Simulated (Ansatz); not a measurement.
**Is Nb-Al-Nb stack of (111) layers a stable metal?**

The plan: relax Nb-Al-Nb stack of (111) layers, check its phonons, and, if the lattice is stable, compute its Eliashberg function and ρ(T).

Program: Ansatz 0.2.0. Level of theory: DFT LDA, scalar-relativistic, plane waves, PAW; PAW set soft_1. Results are calculated unless marked as measured.

### 1. The structure

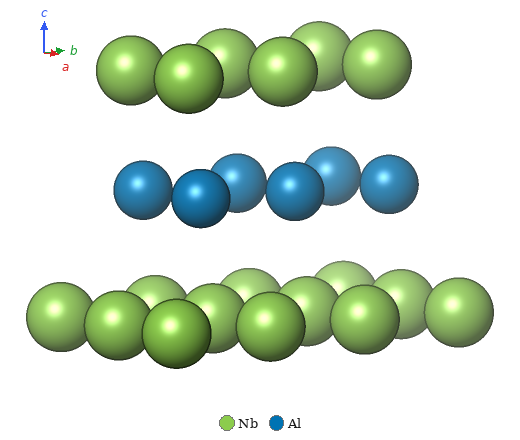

Start, viewed from the side, with the c axis up; niobium green, aluminium blue. 2×3×1 cells are drawn. Some periodic images of atoms are drawn too.

The cell holds 3 atoms: 2 Nb and 1 Al. Cell: a = 2.864 Å, b = 2.864 Å, c = 15.677 Å, α = 90.0°, β = 90.0°, γ = 120.0°. Vacuum lies along c.

### 2. Relaxing cell and atoms

The structure is brought to rest under this functional.

File input.yaml:

```yaml
crystal:
  lattice:
    - [2.86378, 0.0, 0.0]
    - [-1.43189, 2.48011, 0.0]
    - [0.0, 0.0, 15.67654]
  atoms:
    - { symbol: Nb, position: [0.0, 0.0, 0.35084279] }
    - { symbol: Al, position: [0.33333333, 0.66666667, 0.5] }
    - { symbol: Nb, position: [0.66666667, 0.33333333, 0.64915721] }
  periodic: [true, true, false]
kpoints:
  mp_grid: { grid: [12, 12, 1] }
hamiltonian:
  xc: lda
  pseudopotentials: { kind: paw, azcp: { folder: soft_1 }, xc_functional: pbe }
scf:
  occupations: { method: gaussian, width: 0.1 }
output:
  forces: true
  stress: true
  eigenvalues: true
relax:
  adjacent_minimum: "off"
  f_tol: 0.005
  max_steps: 80
  cell: { stress_2d_tol: 0.02 }
```

Started as:

```
ansatz run input.yaml --threads 4 --pin off --max-ram 12288MiB --backend cpu --events-out ev --progress --plain --runs-dir out
```

Numbers of over 12 decimals in the logs are rounded to 6 here.

The program printed:

```text
Warning: crystal.periodic: the lattice vector that does not repeat stood 0.000° off the slab's normal, 15.677 Å along it as the deck builds it. The run solves the slab on a vector along the normal, 33.153 Å long, with every atom where it was (on the deck's vector they left 11.00 Å outside them, and the widest stretch free of ions among them is 2.34 Å). A fractional position that the run reports is one of the run's ce [...]
crystal.periodic: the lattice vector that does not repeat stood 0.000° off the slab's normal, 15.677 Å along it as the deck builds it. The run solves the slab on a vector along the normal, 33.153 Å long, with every atom where it was (on the deck's vector they left 11.00 Å outside them, and the widest stretch free of ions among them is 2.34 Å). A fractional position that the run reports is one of the run's cell, which [...]
Engine: ansatz 0.2.0, aarch64-unknown-linux-gnu
Pseudopotentials: kind: paw
Pseudopotential: Nb, paw, valence charge 13, recommended cutoff 420 eV (normal), soft_1/Nb.paw.azcp
Pseudopotential: Al, paw, valence charge 3, recommended cutoff 420 eV (normal), soft_1/Al.paw.azcp
Functional definition: SPW92
  exchange = slater_x
  correlation = pw_c
Crystal: 3 atoms, lattice volume = 235.469 Å³
Basis set: ecut = 420 eV, 4623 PW (Γ)
Bands: 19, of which v1, the nominal top of the filled ones, is band 15 counted from 1 (14 counted from 0)
Symmetry: 12 space group operations
Space group: P-3m1 (ITA 164), of the structure as read, at distance tolerance 6.2e-5 Å
k-points: 19 of 144
Non-local potential: Nb, projectors of the file, l = 0: 3, l = 1: 2, l = 2: 2, l = 3: 1
Non-local potential: Al, projectors of the file, l = 0: 2, l = 1: 2, l = 2: 1
PAW form: soft (Blöchl's): semilocal exchange-correlation on the pseudo side does not see the compensation charge
PAW frozen core: Nb, regenerated for the run's functional, and the local potential with it (the file was generated under x = pbe(κ = 0.804, μ = 0.219515), c = pbe(β = 0.066725))
PAW frozen core: Al, regenerated for the run's functional, and the local potential with it (the file was generated under x = pbe(κ = 0.804, μ = 0.219515), c = pbe(β = 0.066725))
PAW one-centre angular grid: Nb, 590 points (default); XC on 64 Gauss nodes
PAW one-centre angular grid: Al, 110 points (default); XC on 64 Gauss nodes
Initial density: superposition of atomic densities (neutral atoms: chi_scale 0, normalization atom)
Initial wavefunctions: pseudopotential atomic-orbital guess
Functional: x = slater, c = lda
SCF iter   1: F=—  HF=-9397.626731 eV  |F-HF|=—  |Δ(HF+E_count)|=         —  Δρ=3.67e-2  dr2=1.40e1  ethr=3.10e-3  ⟨swp⟩=13.7  Hψ=3238  notcnv=0
preconditioner: auto → LDOS  [metal: Δε(μ)=0.016 eV  Ē_g=4.407 eV  σ=0.100 eV  W_gap=0.09  n_scr=20 (ndim 8)  ℏωp=8.7 eV  f_vac=0.698  D(μ)=4.90/eV (n_scr^D=20)  β→1.0]
SCF iter   2: F=—  HF=-9395.727693 eV  |F-HF|=—  |Δ(HF+E_count)|=    1.90e0  Δρ=1.78e-2  dr2=1.49e0  ethr=3.10e-3  ⟨swp⟩=4.2  Hψ=1110  notcnv=0  defer=6
SCF iter   3: F=—  HF=-9395.627616 eV  |F-HF|=—  |Δ(HF+E_count)|=   1.00e-1  Δρ=6.91e-3  dr2=7.13e-1  ethr=3.10e-3  ⟨swp⟩=4.6  Hψ=1068  notcnv=0  defer=8
SCF iter   4: F=—  HF=-9395.583243 eV  |F-HF|=—  |Δ(HF+E_count)|=   4.44e-2  Δρ=3.20e-3  dr2=8.46e-2  ethr=2.46e-3  ⟨swp⟩=2.2  Hψ=502  notcnv=0  defer=8
SCF iter   5: F=—  HF=-9395.572941 eV  |F-HF|=—  |Δ(HF+E_count)|=   1.03e-2  Δρ=8.08e-4  dr2=1.76e-3  ethr=2.92e-4  ⟨swp⟩=3.6  Hψ=812  notcnv=0  defer=8
SCF iter   6: F=—  HF=-9395.572864 eV  |F-HF|=—  |Δ(HF+E_count)|=   7.74e-5  Δρ=3.14e-4  dr2=3.48e-4  ethr=6.08e-6  ⟨swp⟩=3.5  Hψ=840  notcnv=0  defer=8
SCF iter   7: F=—  HF=-9395.572828 eV  |F-HF|=—  |Δ(HF+E_count)|=   3.56e-5  Δρ=9.12e-5  dr2=6.67e-5  ethr=1.20e-6  ⟨swp⟩=3.8  Hψ=734  notcnv=0  defer=8
SCF iter   8: F=—  HF=-9395.572810 eV  |F-HF|=—  |Δ(HF+E_count)|=   1.83e-5  Δρ=2.91e-5  dr2=1.55e-6  ethr=2.30e-7  ⟨swp⟩=3.6  Hψ=783  notcnv=0  defer=8
SCF iter   9: F=—  HF=-9395.572811 eV  |F-HF|=—  |Δ(HF+E_count)|=   1.88e-6  Δρ=8.77e-6  dr2=7.25e-7  ethr=5.35e-9  ⟨swp⟩=3.7  Hψ=754  notcnv=0  defer=8
iter 10 did not close the SCF: its close was put off until two iterations running show no level that it waits for move by more than its bar (scf_convergence_deferred on its scf_iter line)
SCF iter  10: F=-9395.572812 eV  HF=-9395.572812 eV  |F-HF|=1.25e-9  |Δ(HF+E_count)|=   1.58e-7  Δρ=1.52e-6  dr2=1.47e-8  ethr=3.45e-10  ⟨swp⟩=14.5  Hψ=2707  notcnv=0
iter 11 did not close the SCF: its close was put off until two iterations running show no level that it waits for move by more than its bar (scf_convergence_deferred on its scf_iter line)
SCF iter  11: F=-9395.572812 eV  HF=-9395.572812 eV  |F-HF|=8.35e-10  |Δ(HF+E_count)|=   6.22e-9  Δρ=5.61e-7  dr2=2.40e-9  ethr=5.07e-11  ⟨swp⟩=3.6  Hψ=1297  notcnv=0
SCF iter  12: F=-9395.572812 eV  HF=-9395.572812 eV  |F-HF|=1.02e-10  |Δ(HF+E_count)|=  5.24e-10  Δρ=1.81e-7  dr2=2.17e-10  ethr=8.27e-12  ⟨swp⟩=3.2  Hψ=1318  notcnv=0
SCF 1 converged in 12 iterations: F = -9395.572812 eV  dr2 = 2.17e-10
  greatest PAW one-centre occupation: 0.997 electrons in one spin orbital (limit 2), on the Nb atom at site 2 (counted from 0), in its partial waves of l = 0
relax step   1: F+E_penalty+E_count = -9395.57281165 eV  Δ(F+E_penalty+E_count) = +0.000e0 eV  max|allowed force component| = 6.663e-2 eV/Å  Δτ_max = 0.0000 Å  P = -10.366 N/m  Ω = 235.469 Å³  fix = [c, alpha, beta]  reactions: c -0.000 N/m  (12 SCF iters, dr2 threshold 1.00e-7 eV, accepted)
Crystal: 3 atoms, lattice volume = 212.578 Å³
Basis set: ecut = 420 eV, 4197 PW (Γ)
Initial density: handed on by an earlier stage of this run
Initial wavefunctions: those handed on with the density
iter 1 solved again at ethr=1.72e-4 eV; its pass at ethr=3.10e-3 eV (dr2=5.00e-2 eV) is discarded
SCF iter   1: F=—  HF=-9395.780996 eV  |F-HF|=—  |Δ(HF+E_count)|=         —  Δρ=2.35e-3  dr2=4.99e-2  ethr=1.72e-4  ⟨swp⟩=2.5  Hψ=4028  notcnv=0
preconditioner: auto → LDOS  [metal: Δε(μ)=0.067 eV  Ē_g=4.311 eV  σ=0.100 eV  W_gap=0.35  n_scr=20 (ndim 8)  ℏωp=9.2 eV  f_vac=0.703  D(μ)=3.65/eV (n_scr^D=18)  β→1.0]
SCF iter   2: F=—  HF=-9395.777409 eV  |F-HF|=—  |Δ(HF+E_count)|=   3.59e-3  Δρ=1.32e-3  dr2=1.80e-2  ethr=1.72e-4  ⟨swp⟩=3.5  Hψ=685  notcnv=0
SCF iter   3: F=—  HF=-9395.775867 eV  |F-HF|=—  |Δ(HF+E_count)|=   1.54e-3  Δρ=2.91e-4  dr2=1.15e-3  ethr=6.21e-5  ⟨swp⟩=3.1  Hψ=630  notcnv=0
SCF iter   4: F=—  HF=-9395.775779 eV  |F-HF|=—  |Δ(HF+E_count)|=   8.86e-5  Δρ=7.89e-5  dr2=2.98e-5  ethr=3.95e-6  ⟨swp⟩=3.6  Hψ=691  notcnv=0
[...]
Crystal: 3 atoms, lattice volume = 214.910 Å³
Basis set: ecut = 420 eV, 4209 PW (Γ)
iter 1 solved again at ethr=5.06e-4 eV; its pass at ethr=3.10e-3 eV (dr2=1.47e-1 eV) is discarded
SCF iter   1: F=—  HF=-9395.798019 eV  |F-HF|=—  |Δ(HF+E_count)|=         —  Δρ=3.18e-3  dr2=1.42e-1  ethr=5.06e-4  ⟨swp⟩=2.1  Hψ=3371  notcnv=0
preconditioner: auto → LDOS  [metal: Δε(μ)=0.050 eV  Ē_g=4.187 eV  σ=0.100 eV  W_gap=0.28  n_scr=20 (ndim 8)  ℏωp=9.1 eV  f_vac=0.702  D(μ)=4.18/eV (n_scr^D=18)  β→1.0]
SCF iter   2: F=—  HF=-9395.785848 eV  |F-HF|=—  |Δ(HF+E_count)|=   1.22e-2  Δρ=1.36e-3  dr2=4.45e-3  ethr=4.89e-4  ⟨swp⟩=2.1  Hψ=439  notcnv=0
SCF iter   3: F=—  HF=-9395.786608 eV  |F-HF|=—  |Δ(HF+E_count)|=   7.60e-4  Δρ=3.40e-4  dr2=5.89e-4  ethr=1.54e-5  ⟨swp⟩=3.1  Hψ=674  notcnv=0
SCF iter   4: F=—  HF=-9395.786685 eV  |F-HF|=—  |Δ(HF+E_count)|=   7.70e-5  Δρ=9.00e-5  dr2=2.56e-5  ethr=2.03e-6  ⟨swp⟩=3.5  Hψ=749  notcnv=0
SCF iter   5: F=—  HF=-9395.786663 eV  |F-HF|=—  |Δ(HF+E_count)|=   2.13e-5  Δρ=3.40e-5  dr2=8.95e-6  ethr=8.84e-8  ⟨swp⟩=4.1  Hψ=928  notcnv=0
SCF iter   6: F=—  HF=-9395.786663 eV  |F-HF|=—  |Δ(HF+E_count)|=   6.77e-7  Δρ=1.10e-5  dr2=6.09e-7  ethr=3.09e-8  ⟨swp⟩=2.7  Hψ=619  notcnv=0
iter 7 did not close the SCF: its close was put off until two iterations running show no level that it waits for move by more than its bar (scf_convergence_deferred on its scf_iter line)
SCF iter   7: F=-9395.786662 eV  HF=-9395.786663 eV  |F-HF|=2.26e-7  |Δ(HF+E_count)|=   1.11e-7  Δρ=4.20e-6  dr2=2.50e-7  ethr=1.03e-9  ⟨swp⟩=13.8  Hψ=2477  notcnv=0
iter 8 did not close the SCF: its close was put off until two iterations running show no level that it waits for move by more than its bar (scf_convergence_deferred on its scf_iter line)
SCF iter   8: F=-9395.786663 eV  HF=-9395.786663 eV  |F-HF|=6.26e-9  |Δ(HF+E_count)|=   1.66e-8  Δρ=9.76e-7  dr2=7.41e-9  ethr=8.63e-10  ⟨swp⟩=5.1  Hψ=1467  notcnv=0
SCF iter   9: F=-9395.786663 eV  HF=-9395.786663 eV  |F-HF|=8.19e-11  |Δ(HF+E_count)|=  4.75e-10  Δρ=1.62e-7  dr2=8.04e-11  ethr=2.55e-11  ⟨swp⟩=3.6  Hψ=1449  notcnv=0
SCF 3 converged in 9 iterations: F = -9395.786663 eV  dr2 = 8.04e-11
relax step   3: F+E_penalty+E_count = -9395.78666266 eV  Δ(F+E_penalty+E_count) = -1.090e-2 eV  max|allowed force component| = 1.056e-1 eV/Å  Δτ_max = 0.0514 Å  P = -0.253 N/m  Ω = 214.910 Å³  energy of the carried Pulay correction = +3.406e-4 eV  fix = [c, alpha, beta]  reactions: c -0.000 N/m  (9 SCF iters, dr2 threshold 3.00e-7 eV, accepted)
[...]
relax step   4: F+E_penalty+E_count = -9395.78860238 eV  Δ(F+E_penalty+E_count) = -1.940e-3 eV  max|allowed force component| = 3.227e-3 eV/Å  Δτ_max = 0.0183 Å  P = -0.098 N/m  Ω = 215.092 Å³  energy of the carried Pulay correction = +3.375e-4 eV  fix = [c, alpha, beta]  reactions: c -0.000 N/m  (6 SCF iters, dr2 threshold 3.00e-7 eV, accepted)
[...]
relax step   5: F+E_penalty+E_count = -9395.78861818 eV  Δ(F+E_penalty+E_count) = -1.581e-5 eV  max|allowed force component| = 1.242e-4 eV/Å  Δτ_max = 0.0002 Å  P = -0.000 N/m  Ω = 214.955 Å³  energy of the carried Pulay correction = +3.399e-4 eV  fix = [c, alpha, beta]  reactions: c -0.000 N/m  (4 SCF iters, dr2 threshold 1.12e-8 eV, accepted)
Initial wavefunctions: pseudopotential atomic-orbital guess (no wavefunctions were taken with the density)
iter 1 solved again at ethr=9.18e-8 eV; its pass at ethr=3.10e-3 eV (dr2=2.66e-5 eV) is discarded
SCF iter   1: F=—  HF=-9395.788475 eV  |F-HF|=—  |Δ(HF+E_count)|=         —  Δρ=1.54e-5  dr2=3.88e-8  ethr=9.18e-8  ⟨swp⟩=7.7  Hψ=5267  notcnv=0
preconditioner: auto → LDOS  [metal: Δε(μ)=0.059 eV  Ē_g=4.224 eV  σ=0.100 eV  W_gap=0.32  n_scr=20 (ndim 8)  ℏωp=9.1 eV  f_vac=0.702  D(μ)=4.05/eV (n_scr^D=18)  β→1.0]
SCF iter   2: F=—  HF=-9395.788458 eV  |F-HF|=—  |Δ(HF+E_count)|=   1.71e-5  Δρ=1.00e-6  dr2=7.64e-9  ethr=1.34e-10  ⟨swp⟩=4.6  Hψ=1079  notcnv=0
SCF iter   3: F=—  HF=-9395.788458 eV  |F-HF|=—  |Δ(HF+E_count)|=  2.36e-11  Δρ=4.23e-7  dr2=1.14e-9  ethr=2.64e-11  ⟨swp⟩=3.8  Hψ=753  notcnv=0
SCF iter   4: F=—  HF=-9395.788458 eV  |F-HF|=—  |Δ(HF+E_count)|=  9.09e-11  Δρ=8.96e-8  dr2=4.69e-11  ethr=3.95e-12  ⟨swp⟩=3.6  Hψ=768  notcnv=0
SCF iter   5: F=—  HF=-9395.788458 eV  |F-HF|=—  |Δ(HF+E_count)|=  1.82e-11  Δρ=4.24e-8  dr2=8.29e-12  ethr=1.00e-12  ⟨swp⟩=1.7  Hψ=438  notcnv=0
SCF iter   6: F=-9395.788458 eV  HF=-9395.788458 eV  |F-HF|=2.91e-11  |Δ(HF+E_count)|=  2.91e-11  Δρ=1.32e-8  dr2=5.82e-13  ethr=1.00e-12  ⟨swp⟩=14.1  Hψ=2669  notcnv=0
SCF 6 converged in 6 iterations: F = -9395.788458 eV  dr2 = 5.82e-13
relax step   6: F+E_penalty+E_count = -9395.78845765 eV  Δ(F+E_penalty+E_count) = +1.605e-4 eV  max|allowed force component| = 1.865e-4 eV/Å  Δτ_max = 0.0000 Å  P = -0.008 N/m  Ω = 214.955 Å³  fix = [c, alpha, beta]  reactions: c -0.000 N/m  stress off target by 7.92e-3 N/m on what of the cell is left free  SCF on the basis re-selected at this cell (its energy is not comparable with the rows above)  (6 SCF iters)
basis re-selected at this cell: Δ(F+E_penalty+E_count) = +1.605e-4 eV, ΔP = -0.008 N/m vs the last step (what re-selecting the basis moved, of the pressure what is left beyond the Pulay correction that the steps carried, after the strain that the cell walked since its last selection, with what the two solves' SCF thresholds leave and, on support functions, any second-order correction that the steps lacked; it is no m [...]
SCF converged after 6 iterations
Free energy (F): -9395.788458 eV
Harris-Foulkes:  -9395.788458 eV  (|F-HF|=2.91e-11)
Internal energy: -9395.768221 eV  (E = F + TS)
E sigma→0 (E₀):  -9395.778339 eV
Entropy (-TS):   -0.020236 eV (-6.745 meV/atom)
Fermi energy:    -5.738320 eV
--- Per-component energies (eV) ---
  E_band       = -779.464689
  E_kinetic    = 774.279849
  E_local      = -68074.770661  (includes V_loc(G=0)·N_el)
  E_nonlocal   = 213.714410
  E_hartree    = 33492.662695
  E_xc         = -366.720352
  E_vxc        = -430.054052  (∫ρ·V_xc dr)
  E_paw        = -6394.279751  (= ΣΔE_a)
  E_vpaw       = -247.959588  (= ΣTr[D̂ρ^β])
  E_aug_tail   = 0.000083  (compensation charges beyond the density's cutoff)
  E_ewald      = 30958.438402
  E_core_change = 0.907104  (= ΣΔE_core)
  E_smearing   = -0.020236  (= −TS)
  E_closure    = -0.000000  (closes the sum)
  Σ components = -9395.788458   (vs F -9395.788458, Δ=0.00e0)
--- Forces (eV/Å), atoms counted from 1 ---
  atom   1  Nb     0.00000000     0.00000000    -0.00018651
  atom   2  Al    -0.00000000     0.00000000     0.00000000
  atom   3  Nb     0.00000000    -0.00000000     0.00018651
  max |Σ_I F_I| component: 6.04e-24 eV/Å
--- 2D stress c σ (N/m, compression-positive) ---
       -0.007921       0.000000      -0.000000
        0.000000      -0.007921       0.000000
       -0.000000       0.000000      -0.000000
  P = ½ c Tr σ = -0.0079 N/m
--- Band table (eV; the first three rows and the last of 19) ---
  k-point 0: bands = [... 11 lower, -8.0042, -5.8973, -5.4973, -5.2001, -5.2001, -5.2000, -5.2000, -1.6837]
  k-point 1: bands = [... 11 lower, -7.8515, -5.8589, -5.6091, -5.5006, -5.4863, -4.9211, -4.9189, -2.4062]
  k-point 2: bands = [... 11 lower, -7.5286, -6.0396, -6.0117, -5.8879, -5.8565, -4.1088, -4.1032, -3.2634]
  k-point 18: bands = [... 11 lower, -7.2798, -5.8569, -5.8569, -5.8094, -5.8050, -5.5526, -5.5526, -2.1648]
--- Relaxed structure (5 steps of the walk, 5 accepted, 1 SCFs on fresh bases) ---
  F+E_penalty+E_count = -9395.78845765 eV   max|allowed force component| = 1.865e-4 eV/Å   (the final SCF, on the basis selected at the relaxed cell)
  cell:  # Å, volume = 214.9554 Å³
    - [2.736194, 0, 0]
    - [-1.368097, 2.369614, 0]
    - [0, 0, 33.153076]
  atoms:
    - { symbol: Nb, position: [-1.1231493460412944e-18, 0, 0.164586] }
    - { symbol: Al, position: [0.333333, 0.666667, 0.236427] }
    - { symbol: Nb, position: [0.666667, 0.333333, 0.308267] }
```

Run time: 13 s. Hardware: 4 threads of Arm Neoverse V1, shared host; peak memory 0.51 GiB; 47 s of CPU time.

The steps of the relaxation:

| step | energy less that of the first step (eV) | largest force component (eV/Å) | volume (Å³) |
| --- | --- | --- | --- |
| 1 | 0.0000 | 0.0666 | 235.47 |
| 2 | -0.2029 | 0.2448 | 212.58 |
| 3 | -0.2139 | 0.1056 | 214.91 |
| 4 | -0.2158 | 0.0032 | 215.09 |
| 5 | -0.2158 | 0.0001 | 214.96 |
| 6* | -0.2156 | 0.0002 | 214.96 |

Relaxation steps marked * repeat the geometry before them on a plane-wave basis chosen anew for their cell, so energy and pressure can jump there.

Forces are held to the 12 operations that the run works with; a distortion that breaks them can't arise in this run.

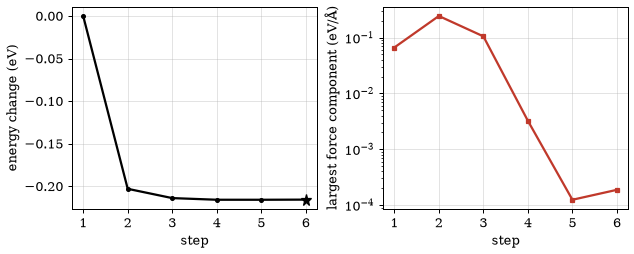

Energy and largest force along the relaxation. Stars mark steps on a basis chosen anew.

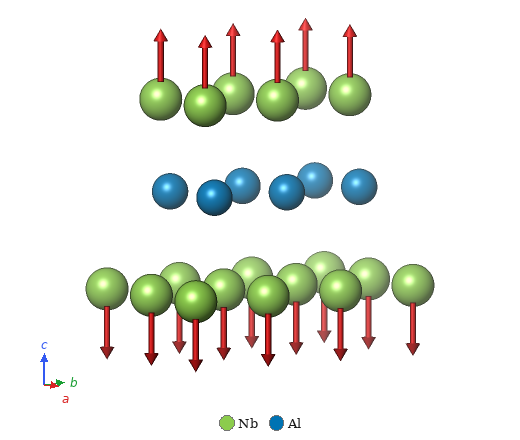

Displacements in the relaxation, exaggerated, measured against the changing cell; the longest in the cell stands for 0.04 Å. 2×3×1 cells are drawn. Some periodic images of atoms are drawn too.

| cell as run | before | after | change |
| --- | --- | --- | --- |
| a (Å) | 2.864 | 2.736 | -4.5 % |
| b (Å) | 2.864 | 2.736 | -4.5 % |

The atoms that moved most (Å, along periodic axes as changes of fractional coordinates times the final cell, across vacuum about the mean position):

| atom | dx | dy | dz | length |
| --- | --- | --- | --- | --- |
| Nb3 | 0.000 | 0.000 | 0.043 | 0.043 |
| Nb1 | 0.000 | 0.000 | -0.043 | 0.043 |

The relaxed structure:

```xyz
3
Lattice="2.7362 0.0000 0.0000 -1.3681 2.3696 0.0000 0.0000 0.0000 33.1531" Properties=species:S:1:pos:R:3
Nb    0.0000    0.0000    5.4565
Al    0.0000    1.5797    7.8383
Nb    1.3681    0.7899   10.2200
```

Numbers from this step:

```yaml
metallic_on_mesh: yes
gap_on_the_k_mesh: 0 eV
```

The relaxation ends with a largest force component of 1.9e-4 eV/Å.

### 3. Tight relaxation

Residual forces and stress shift phonon frequencies, so the cell is relaxed again, with tight thresholds and the mesh and smearing of this input.

input.yaml, the sections that differ from step 2:

```yaml
crystal:
  lattice:
    - [2.7361942553, 0.0, 0.0]
    - [-1.3680971276, 2.3696137347, 0.0]
    - [0.0, 0.0, 33.1530758754]
  atoms:
    - { symbol: Nb, position: [0.0, 0.0, 0.1645863622] }
    - { symbol: Al, position: [0.3333333333, 0.6666666667, 0.2364266299] }
    - { symbol: Nb, position: [0.6666666667, 0.3333333333, 0.3082668976] }
  periodic: [true, true, false]
scf:
  occupations: { method: methfessel_paxton, width: 0.2 }
relax:
  adjacent_minimum: "off"
  f_tol: 0.001
  max_steps: 60
  cell: { stress_2d_tol: 0.002 }
# kpoints, hamiltonian, output: as in step 2
```

The program printed:

```text
[the first part of the log is left out]
  E_paw        = -6394.282351  (= ΣΔE_a)
  E_vpaw       = -247.964094  (= ΣTr[D̂ρ^β])
  E_aug_tail   = 0.000083  (compensation charges beyond the density's cutoff)
  E_ewald      = 30970.332216
  E_core_change = 0.907104  (= ΣΔE_core)
  E_smearing   = 0.004467  (= −TS)
  E_closure    = -0.000000  (closes the sum)
  Σ components = -9395.774765   (vs F -9395.774765, Δ=0.00e0)
--- Forces (eV/Å), atoms counted from 1 ---
  atom   1  Nb    -0.00000000    -0.00000000    -0.00007131
[...]
0.000000      -0.000701      -0.000000
        0.000000      -0.000000      -0.000000
  P = ½ c Tr σ = -0.0007 N/m
--- Band table (eV; the first three rows and the last of 19) ---
[...]
--- Relaxed structure (3 steps of the walk, 3 accepted, 1 SCFs on fresh bases) ---
[...]
cell:  # Å, volume = 214.8811 Å³
    - [2.735722, -2.886251863569728e-11, 0]
    - [-1.367861, 2.369204, 0]
    - [0, 0, 33.1530758754]
  atoms:
    - { symbol: Nb, position: [0, 0, 0.164589] }
    - { symbol: Al, position: [0.333333, 0.666667, 0.236427] }
    - { symbol: Nb, position: [0.666667, 0.333333, 0.308264] }
```

Wall time 7.2 s (4 threads); peak memory 0.5 GiB.

Little changed from the start: no atom moved by 0.005 Å and no cell edge by 0.1 %.

(Part 1 of 2 ends here.)

[Logs are printed without paths, hosts, clocks, repeated set-up lines and the standing remarks that a program may print on its own settings, such as how far it seeks lower states.]

[Hosts, paths, dates, database ids (printed as entryN), source tags and the programs' standing remarks are cut or masked in the printed files.]
